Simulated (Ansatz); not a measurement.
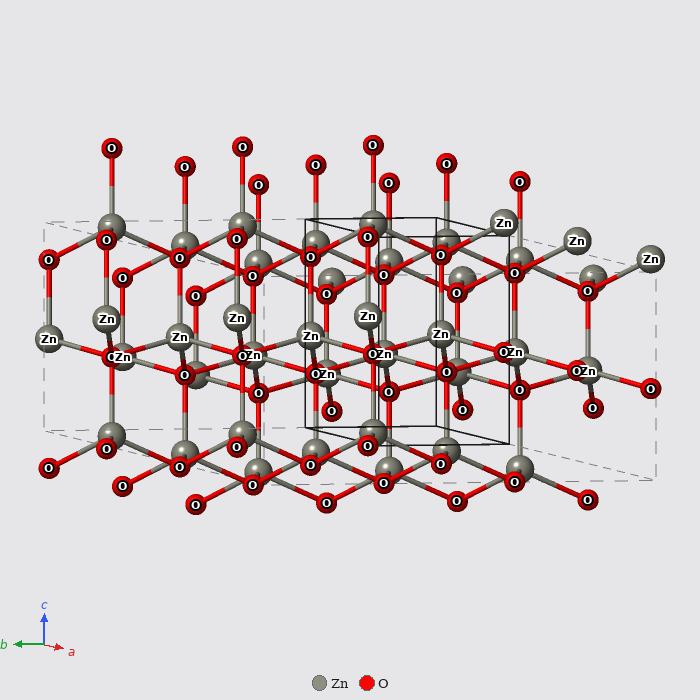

The compound is ZnO (space group P6_3mc, No. 186), taken as coordinates from a relaxation with DFT PBE, scalar-relativistic, plane waves, PAW (Ansatz).

Bonds are taken as O–Zn below 2.3 Å; no other contact counts. Simplification: prune 0- and 1-connected atoms, fold 2-connected ones into links.

### What kind of net remains, and which atoms are its nodes?

A uninodal 4-connected, three-periodic net: Zn and O are 4-connected nodes.

### Name the underlying net.

It is the lon net, known from lonsdaleite, wurtzite and tridymite.

### Is the net interpenetrated?

It is a single net, without interpenetration.

### Give the first eight terms of the coordination sequence (nodes one, two, three … edges away).

Zn and O: 4, 12, 25, 44, 67, 96, 130, 170.

### Give the point symbol of each node (shortest cycle at each angle).

Zn and O: 6⁶.

The simplified net, drawn on the atoms' positions. Nodes are coloured by element. Edges to nodes outside the piece are drawn as stubs.

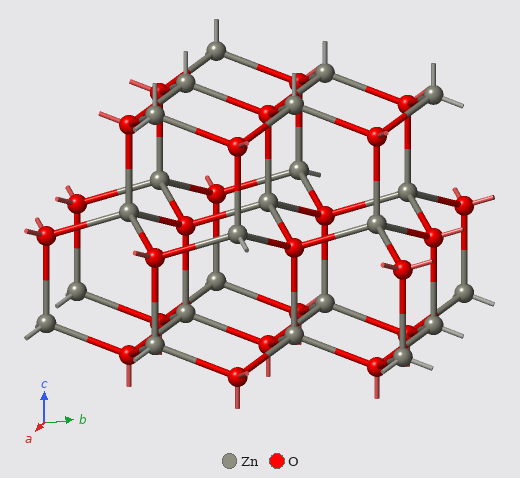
